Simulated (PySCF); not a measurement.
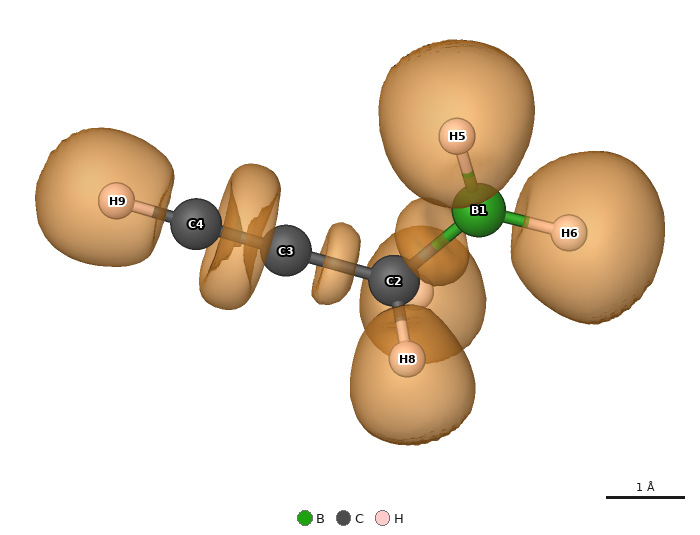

C$_{3}$H$_{5}$B (SMILES BCC#C). Isosurface of the electron localisation function at 0.8 (orange), seen at an oblique angle. Only the valence region is drawn (cores and ρ < 0.01 e/Å³ removed).

Geometry: PBE0-D3(BJ)/def2-SVP.

Computed with PBE0/def2-SVPD, SCF density, gas phase (PySCF).

```json
{"atom": "B", "x (Å)": "-1.3379", "y (Å)": "0.7072", "z (Å)": "0.1006"}
{"atom": "C", "x (Å)": "-0.3795", "y (Å)": "-0.5286", "z (Å)": "0.0065"}
{"atom": "C", "x (Å)": "1.0509", "y (Å)": "-0.2874", "z (Å)": "-0.0625"}
{"atom": "C", "x (Å)": "2.2408", "y (Å)": "-0.0678", "z (Å)": "-0.1148"}
{"atom": "H", "x (Å)": "-0.9375", "y (Å)": "1.8433", "z (Å)": "0.0274"}
{"atom": "H", "x (Å)": "-2.5221", "y (Å)": "0.4956", "z (Å)": "0.2277"}
{"atom": "H", "x (Å)": "-0.6275", "y (Å)": "-1.2205", "z (Å)": "0.8348"}
{"atom": "H", "x (Å)": "-0.7254", "y (Å)": "-1.0845", "z (Å)": "-0.8909"}
{"atom": "H", "x (Å)": "3.2961", "y (Å)": "0.1256", "z (Å)": "-0.1623"}
```

Describe the localisation domains.

At this value the surface marks out one region between bonded B–C atoms (shared pairs), two regions between bonded C–C atoms (shared pairs) and five regions around hydrogen nuclei. Along the contacts the grid gives the following. C–C (1.21 Å): the ELF peaks at about 0.85 between the atoms: a short, multiple covalent bond. C–B (1.57 Å): the ELF peaks at about 1 between the atoms, as expected for localised, covalent bonding.
